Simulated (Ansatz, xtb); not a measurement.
# Ligand exchange: N2H4 + KOH → H3NO + KNH2

Species: N2H4 (hydrazine) `NN`, singlet; KOH `[OH][K]`, singlet; H3NO (hydroxylamine) `NO`, singlet; KNH2 `[NH2][K]`, singlet. The partners trade NH2 for OH: N–NH2 and K–OH bonds give way to N–OH and K–NH2.

Shapes, held fixed at every level: PBE0-D4/def2-TZVP. Flexible molecules stand in one conformer, not always the lowest. Programs: Ansatz 0.2.0, xtb 6.7.1. The zero-point and thermal change to 298 K, harmonic and unscaled (PBE0-D4/def2-TZVP), is -6.2 kJ/mol.

```
             level                   kind  ΔH(298 K) (kJ/mol)  less CCSD(T)/def2-TZVPP
          GFN1-xTB         semi-empirical              +172.3                    +43.3
     HF/def2-TZVPP           Hartree–Fock              +140.7                    +11.7
  SPW92/def2-TZVPP                    LDA              +134.8                     +5.8
PBE0-D4/def2-TZVPP          global hybrid              +133.9                     +4.9
 B2PLYP/def2-TZVPP          double hybrid              +135.2                     +6.2
      MP2/def2-SVP    perturbation theory              +140.9                    +11.9
  CCSD(T)/def2-SVP  coupled cluster or CI              +133.1                     +4.1
CCSD(T)/def2-TZVPP  coupled cluster or CI              +129.0                      0.0
```

The highest level, CCSD(T)/def2-TZVPP, gives ΔH(298 K) = +129.0 kJ/mol; the levels span +129.0 to +172.3. The column of differences is taken from that level and isn't an error. No measured value is set beside it here. Correlated rows may include outer-core shells of K, which these sets cover unevenly.

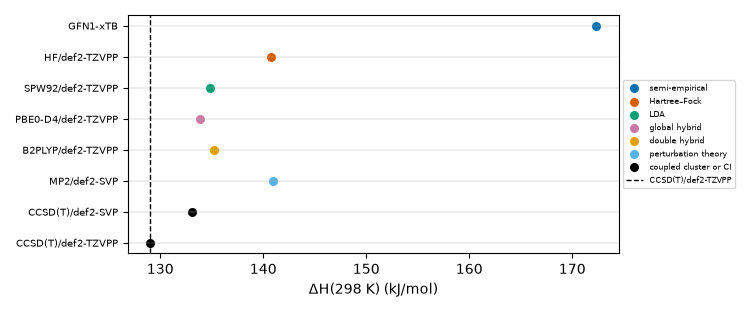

The values of the table, level by level.
